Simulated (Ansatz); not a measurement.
# Geometry relaxation, with input and output: SiHClF

SiHClF, multiplicity 2, computed with UKS PBE0-D4/def2-TZVP (Ansatz 0.2.0).

Figures and captions count atoms from 1; the log counts them from 0 in places.

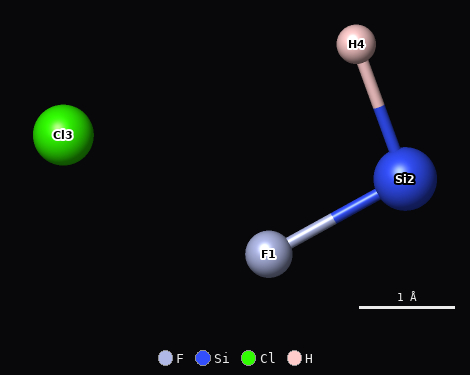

**Figure 1.** The input geometry (ball-and-stick view, seen at a tilt; atoms are numbered from 1 in the order of the input).

Summary

```json
{"quantity": "outcome", "value": "converged"}
{"quantity": "total energy", "value": "−23123.2928 eV"}
{"quantity": "mean-field energy", "value": "−23123.2425 eV"}
{"quantity": "dispersion energy", "value": "−0.0503 eV"}
{"quantity": "⟨S²⟩", "value": "0.754"}
{"quantity": "SCF solution under orbital rotations", "value": "stable"}
{"quantity": "largest force (length of the vector) at the end", "value": "0.002 eV/Å"}
{"quantity": "dipole moment", "value": "2.08 D"}
{"quantity": "hardware", "value": "2 threads of Arm Neoverse V2, 95 GiB of memory available, shared host"}
{"quantity": "wall time", "value": "46 s (CPU time 90 s)"}
{"quantity": "peak memory", "value": "0.32 GiB"}
```

The input
```yaml
crystal:
  periodic: [false, false, false]
  atoms:
    - {symbol: F, position_ang: [-0.756110, -1.111590, 0.620881]}
    - {symbol: Si, position_ang: [-0.226820, -0.214716, -0.662950]}
    - {symbol: Cl, position_ang: [-1.667908, 0.083884, 2.755395]}
    - {symbol: H, position_ang: [-0.623932, 1.193753, -0.143819]}
basis:
  gaussian: {orbitals: def2-TZVP}
magnetization: {spin_polarized: true, initial_magnetization: 1}
hamiltonian: {xc: pbe0, dispersion: d4}
relax: {f_tol: 0.005, max_steps: 200}
```

Launched with:
```bash
ansatz run in.yaml --threads 2 --pin off --events-out ev --progress --plain --max-ram 4352MiB
```

Log
```
Functional definition: PBE0
  name "PBE0"
  cite "Adamo & Barone, J. Chem. Phys. 110, 6158 (1999) doi:10.1063/1.478522"
  cite "Perdew, Burke & Ernzerhof, Phys. Rev. Lett. 77, 3865 (1996) doi:10.1103/PhysRevLett.77.3865"
  parent pbe
  parameter a = 0.25
  parameter kappa = 0.804
  parameter beta = 0.06672455060314922
  exchange = (1 - a)*pbe_x(kappa = kappa, mu = beta*pi^2/3) + a*exact_x
  correlation = pbe_c(beta = beta)
736 factors; their error is unknown
mean field evaluation 1: about -23115.8835 eV, gradient 3.0e1 eV
mean field evaluation 2: about -22893.1183 eV, gradient 1.2e2 eV
mean field evaluation 4: about -23121.5412 eV, gradient 1.6e1 eV
mean field evaluation 8: about -23123.1019 eV, gradient 2.8e-1 eV
mean field evaluation 16: about -23123.1971 eV, gradient 5.2e-2 eV
mean field evaluation 32: about -23123.1979 eV, gradient 9.6e-5 eV
mean field evaluation 64: about -23123.1666 eV, gradient 3.8e-1 eV
mean field -23123.19788600 eV, -849.7618488440 hartree, gradient 6.7e-7 eV, S^2 0.754146; 6 other end points of the search recorded, 0 dependent functions left out
the calculation of the forces begins
reference -23123.19791087 eV, -849.7618497579 hartree; 21, 20 occupied and 90, 91 virtual orbitals, 736 factors
relax step   1: F+E_penalty+E_count = -23123.25331443 eV  Δ(F+E_penalty+E_count) = +0.000e0 eV  max|allowed force component| = 7.105e-1 eV/Å  Δτ_max = 0.0000 Å  (180 SCF iters, accepted)
these checks for a lower state are left out or cut short: starts, cluster_reference, orbital_swaps, neighbouring_geometries, increment
736 factors; their error is unknown
mean field -23123.22122916 eV, -849.7627066893 hartree, gradient 1.1e-5 eV, S^2 0.754111; 0 other end points of the search recorded, 0 dependent functions left out
the calculation of the forces begins
reference -23123.22125432 eV, -849.7627076139 hartree; 21, 20 occupied and 90, 91 virtual orbitals, 736 factors
relax step   2: F+E_penalty+E_count = -23123.27488541 eV  Δ(F+E_penalty+E_count) = -2.157e-2 eV  max|allowed force component| = 6.382e-1 eV/Å  Δτ_max = 0.0850 Å  (67 SCF iters, accepted)
these checks for a lower state are left out or cut short: starts, cluster_reference, orbital_swaps, neighbouring_geometries, increment
736 factors; their error is unknown
mean field -23123.23183468 eV, -849.7630964349 hartree, gradient 1.1e-5 eV, S^2 0.754107; 0 other end points of the search recorded, 0 dependent functions left out
the calculation of the forces begins
reference -23123.23185992 eV, -849.7630973626 hartree; 21, 20 occupied and 90, 91 virtual orbitals, 736 factors
relax step   3: F+E_penalty+E_count = -23123.28480536 eV  Δ(F+E_penalty+E_count) = -9.920e-3 eV  max|allowed force component| = 3.554e-1 eV/Å  Δτ_max = 0.0369 Å  (63 SCF iters, accepted)
these checks for a lower state are left out or cut short: starts, cluster_reference, orbital_swaps, neighbouring_geometries, increment
736 factors; their error is unknown
mean field evaluation 96: about -23123.2392 eV, gradient 8.7e-6 eV
mean field -23123.23917191 eV, -849.7633660731 hartree, gradient 8.7e-6 eV, S^2 0.754099; 0 other end points of the search recorded, 0 dependent functions left out
the calculation of the forces begins
reference -23123.23919733 eV, -849.7633670074 hartree; 21, 20 occupied and 90, 91 virtual orbitals, 736 factors
relax step   4: F+E_penalty+E_count = -23123.29100408 eV  Δ(F+E_penalty+E_count) = -6.199e-3 eV  max|allowed force component| = 4.059e-2 eV/Å  Δτ_max = 0.0634 Å  (64 SCF iters, accepted)
these checks for a lower state are left out or cut short: starts, cluster_reference, orbital_swaps, neighbouring_geometries, increment
736 factors; their error is unknown
mean field -23123.24066295 eV, -849.7634208680 hartree, gradient 6.7e-7 eV, S^2 0.754093; 0 other end points of the search recorded, 0 dependent functions left out
the calculation of the forces begins
reference -23123.24068848 eV, -849.7634218061 hartree; 21, 20 occupied and 90, 91 virtual orbitals, 736 factors
relax step   5: F+E_penalty+E_count = -23123.29187913 eV  Δ(F+E_penalty+E_count) = -8.751e-4 eV  max|allowed force component| = 3.563e-2 eV/Å  Δτ_max = 0.0361 Å  (97 SCF iters, accepted)
these checks for a lower state are left out or cut short: starts, cluster_reference, orbital_swaps, neighbouring_geometries, increment
736 factors; their error is unknown
mean field -23123.24231803 eV, -849.7634816910 hartree, gradient 2.1e-6 eV, S^2 0.754085; 0 other end points of the search recorded, 0 dependent functions left out
the calculation of the forces begins
reference -23123.24234373 eV, -849.7634826356 hartree; 21, 20 occupied and 90, 91 virtual orbitals, 736 factors
relax step   6: F+E_penalty+E_count = -23123.29267859 eV  Δ(F+E_penalty+E_count) = -7.995e-4 eV  max|allowed force component| = 2.983e-2 eV/Å  Δτ_max = 0.0593 Å  (70 SCF iters, accepted)
these checks for a lower state are left out or cut short: starts, cluster_reference, orbital_swaps, neighbouring_geometries, increment
736 factors; their error is unknown
mean field evaluation 128: about -23123.2424 eV, gradient 9.3e-2 eV
mean field -23123.24241049 eV, -849.7634850889 hartree, gradient 6.5e-6 eV, S^2 0.754086; 0 other end points of the search recorded, 0 dependent functions left out
the calculation of the forces begins
reference -23123.24243620 eV, -849.7634860337 hartree; 21, 20 occupied and 90, 91 virtual orbitals, 736 factors
relax step   7: F+E_penalty+E_count = -23123.29276945 eV  Δ(F+E_penalty+E_count) = -9.085e-5 eV  max|allowed force component| = 3.345e-3 eV/Å  Δτ_max = 0.0088 Å  (64 SCF iters, accepted)
these checks for a lower state are left out or cut short: starts, cluster_reference, orbital_swaps, neighbouring_geometries, increment
736 factors; their error is unknown
mean field -23123.24247938 eV, -849.7634876206 hartree, gradient 6.0e-6 eV, S^2 0.754086; 0 other end points of the search recorded, 0 dependent functions left out
the calculation of the forces begins
reference -23123.24250511 eV, -849.7634885662 hartree; 21, 20 occupied and 90, 91 virtual orbitals, 736 factors
relax step   8: F+E_penalty+E_count = -23123.29277966 eV  Δ(F+E_penalty+E_count) = -1.021e-5 eV  max|allowed force component| = 1.902e-3 eV/Å  Δτ_max = 0.0068 Å  (67 SCF iters, accepted)
736 factors; their error is unknown
mean field evaluation 160: about -23123.1522 eV, gradient 1.8e-1 eV
mean field evaluation 192: about -23123.2425 eV, gradient 9.8e-6 eV
```

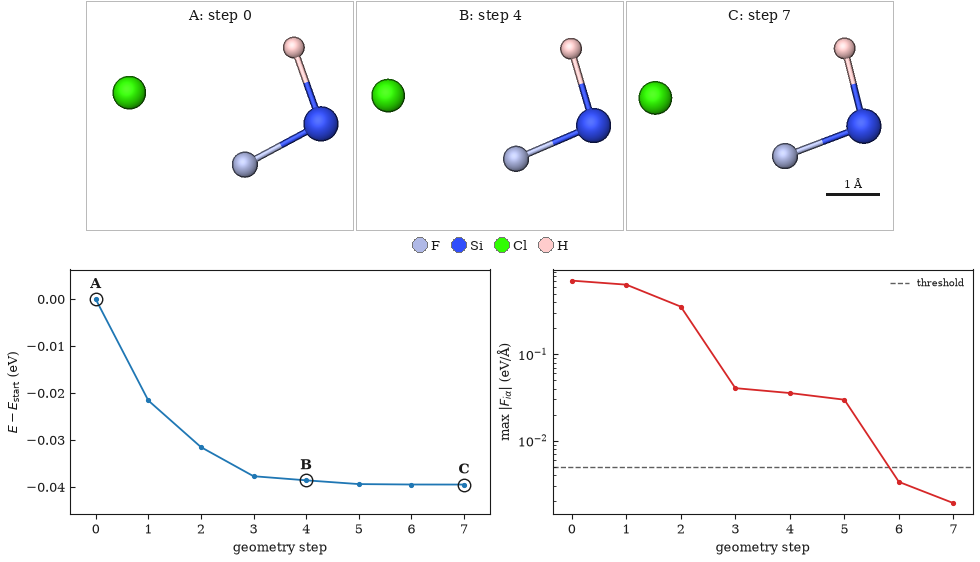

**Figure 2.** Frames of the relaxation (ball-and-stick view, seen on its broad side) above the curves, on which the letters mark them (the first geometry is step 0 here and step 1 in the log).

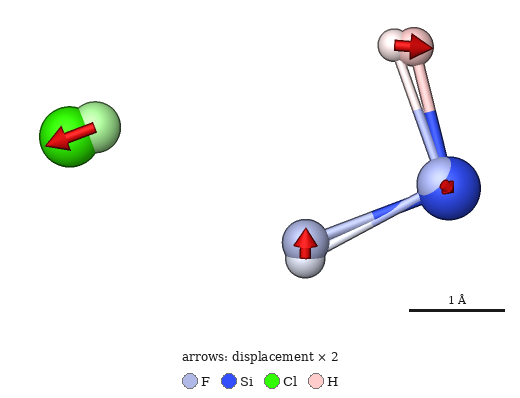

**Figure 3.** Start (faint) and end (solid) with the displacements as red arrows, magnified 2 times (ball-and-stick view, seen on its broad side). The two geometries are laid on each other by the best rigid fit. After 7 geometry steps the energy has fallen by 0.039 eV. The largest force component goes from 0.71 to 0.0019 eV/Å. The largest move after the best rigid fit is that of Cl3, 0.28 Å. Largest moves by element: Cl 0.28 Å, H 0.21 Å, F 0.17 Å, Si 0.08 Å. Among the contacts that change: F1–Si2 1.653 → 1.616 Å, Si2–H4 1.553 → 1.534 Å. (Atoms are counted from 1 in the order of the input.)

```
mean field -23123.24247938 eV, -849.7634876206 hartree, gradient 6.0e-6 eV, S^2 0.754086; 8 other end points of the search recorded, 0 dependent functions left out
the calculation of the forces begins
reference -23123.24250511 eV, -849.7634885662 hartree; 21, 20 occupied and 90, 91 virtual orbitals, 736 factors
Total energy: -23123.29280539 eV, -849.7653370674 hartree
Atom 0 at    -0.739381    -0.946316     0.641139 Å, force     0.000907     0.001219    -0.001902 eV/Å
Atom 1 at    -0.235762    -0.259593    -0.732054 Å, force    -0.000524    -0.001684     0.001003 eV/Å
Atom 2 at    -1.768861    -0.034794     2.992056 Å, force    -0.000208     0.000139     0.000235 eV/Å
Atom 3 at    -0.530766     1.192033    -0.331633 Å, force    -0.000175     0.000325     0.000664 eV/Å
Dipole moment:     0.148737     0.115005    -0.389691 e Å
```

Trajectory as extended XYZ (Å, eV, eV/Å), 8 frames, from step=1 to step=8
```
4
Properties=species:S:1:pos:R:3:forces:R:3 step=1 energy=-23123.25331
F    -0.7561   -1.1116    0.6209    0.2768   0.6301  -0.7105
Si   -0.2268   -0.2147   -0.6630   -0.2699  -0.3159   0.6168
Cl   -1.6679    0.0839    2.7554   -0.0389   0.0060   0.0956
H    -0.6239    1.1938   -0.1438    0.0319  -0.3202  -0.0019
4
Properties=species:S:1:pos:R:3:forces:R:3 step=2 energy=-23123.27488
F    -0.7585   -1.0385    0.6164    0.2474   0.2219  -0.5641
Si   -0.2101   -0.2274   -0.7032   -0.2891  -0.1993   0.6382
Cl   -1.6968    0.0570    2.8307   -0.0230   0.0045   0.0547
H    -0.6094    1.1602   -0.1745    0.0646  -0.0272  -0.1288
4
Properties=species:S:1:pos:R:3:forces:R:3 step=3 energy=-23123.28480
F    -0.7530   -1.0322    0.6077    0.1435   0.1333  -0.3270
Si   -0.2119   -0.2288   -0.7054   -0.1533  -0.1826   0.3554
Cl   -1.7105    0.0501    2.8643   -0.0131  -0.0038   0.0313
H    -0.5994    1.1623   -0.1970    0.0229   0.0531  -0.0596
4
Properties=species:S:1:pos:R:3:forces:R:3 step=4 energy=-23123.29100
F    -0.7476   -1.0153    0.6015   -0.0146  -0.0135   0.0406
Si   -0.2140   -0.2380   -0.7096    0.0148  -0.0001  -0.0370
Cl   -1.7327    0.0298    2.9201   -0.0023  -0.0100   0.0055
H    -0.5805    1.1749   -0.2425    0.0021   0.0236  -0.0090
4
Properties=species:S:1:pos:R:3:forces:R:3 step=5 energy=-23123.29188
F    -0.7480   -0.9977    0.6090   -0.0137   0.0023   0.0355
Si   -0.2152   -0.2437   -0.7160    0.0147  -0.0048  -0.0356
Cl   -1.7444    0.0115    2.9489    0.0006  -0.0089  -0.0019
H    -0.5671    1.1813   -0.2724   -0.0015   0.0114   0.0020
4
Properties=species:S:1:pos:R:3:forces:R:3 step=6 energy=-23123.29268
F    -0.7456   -0.9578    0.6326    0.0096   0.0256  -0.0254
Si   -0.2258   -0.2565   -0.7284   -0.0141   0.0016   0.0298
Cl   -1.7639   -0.0262    2.9891    0.0011  -0.0026  -0.0033
H    -0.5395    1.1918   -0.3238    0.0034  -0.0247  -0.0011
4
Properties=species:S:1:pos:R:3:forces:R:3 step=7 energy=-23123.29277
F    -0.7422   -0.9511    0.6372   -0.0001   0.0009   0.0016
Si   -0.2313   -0.2582   -0.7301   -0.0011   0.0033   0.0003
Cl   -1.7661   -0.0306    2.9894    0.0001  -0.0008  -0.0006
H    -0.5351    1.1912   -0.3270    0.0012  -0.0033  -0.0013
4
Properties=species:S:1:pos:R:3:forces:R:3 step=8 energy=-23123.29278
F    -0.7394   -0.9463    0.6411    0.0009   0.0012  -0.0019
Si   -0.2358   -0.2596   -0.7321   -0.0005  -0.0017   0.0010
Cl   -1.7689   -0.0348    2.9921   -0.0002   0.0001   0.0002
H    -0.5308    1.1920   -0.3316   -0.0002   0.0003   0.0007
```

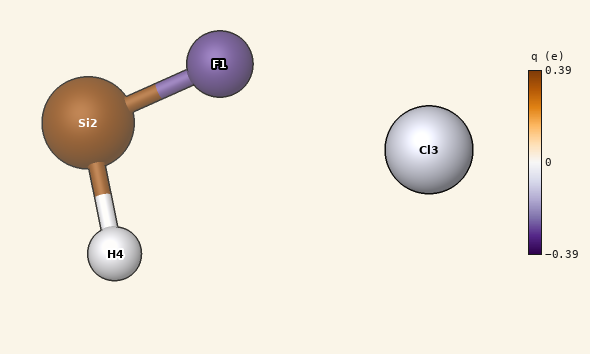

**Figure 4.** Mulliken charges, as the colour of each atom (ball-and-stick view, seen at a tilt; atoms are numbered from 1 in the order of the input). By element: F −0.28, Si +0.37, Cl −0.06 and H −0.03 e.
